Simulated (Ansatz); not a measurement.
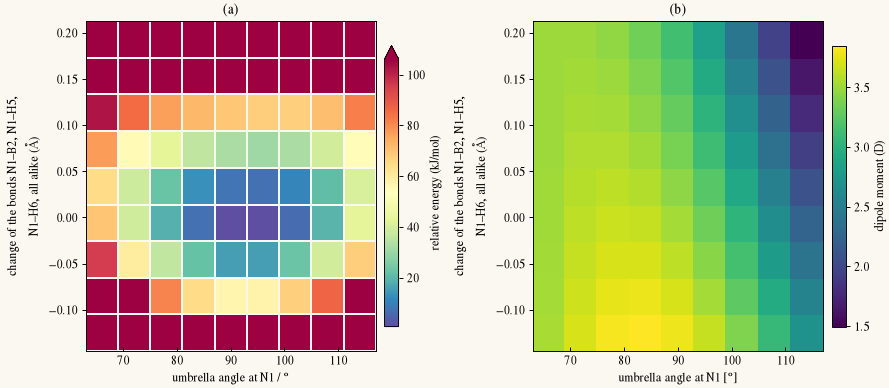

AlB₂H₄N, SMILES N[B]1[BH][AlH]1. The first coordinate is: umbrella angle at N1 (between each of its bonds and their common axis; 90 is planar); the second: change of the bonds N1–B2, N1–H5, N1–H6, all alike. Nothing is relaxed (all other coordinates rigid). The scan uses a 9 × 9 grid. Points are written as (first, second). Energies: kJ/mol, counted from the relaxed molecule at the same level. Level of theory: RKS B3LYP-D4/def2-TZVP in Ansatz 0.2.0.

Panel (a) is the energy; panel (b) is the computed dipole moment, in D.

In the figure: one coloured cell a grid point, one colour for all values above the top of the scale.

How does the dipole moment vary over the map, and what is it at the lowest grid point?

Leaving out the highest fifth of the energies, it runs from 1.64 D at (114°, 0.153 Å) to 3.85 D at (84°, −0.125 Å). At the lowest grid point, (96°, −0.006 Å), it is 3.33 D.

| second ↓, first → | 66 | 72 | 78 | 84 | 90 | 96 | 102 | 108 | 114 |
| --- | --- | --- | --- | --- | --- | --- | --- | --- | --- |
| 0.193 | 3.51 | 3.51 | 3.45 | 3.34 | 3.14 | 2.82 | 2.42 | 1.96 | 1.50 |
| 0.153 | 3.51 | 3.53 | 3.49 | 3.40 | 3.21 | 2.92 | 2.54 | 2.09 | 1.64 |
| 0.114 | 3.51 | 3.54 | 3.53 | 3.45 | 3.29 | 3.02 | 2.66 | 2.23 | 1.78 |
| 0.074 | 3.51 | 3.57 | 3.57 | 3.52 | 3.37 | 3.12 | 2.78 | 2.37 | 1.93 |
| 0.034 | 3.51 | 3.59 | 3.62 | 3.58 | 3.45 | 3.22 | 2.90 | 2.51 | 2.09 |
| −0.006 | 3.52 | 3.61 | 3.66 | 3.64 | 3.54 | 3.33 | 3.03 | 2.65 | 2.24 |
| −0.045 | 3.52 | 3.64 | 3.71 | 3.71 | 3.62 | 3.43 | 3.15 | 2.79 | 2.39 |
| −0.085 | 3.53 | 3.67 | 3.76 | 3.78 | 3.71 | 3.53 | 3.27 | 2.93 | 2.55 |
| −0.125 | 3.54 | 3.71 | 3.82 | 3.85 | 3.79 | 3.64 | 3.39 | 3.07 | 2.70 |
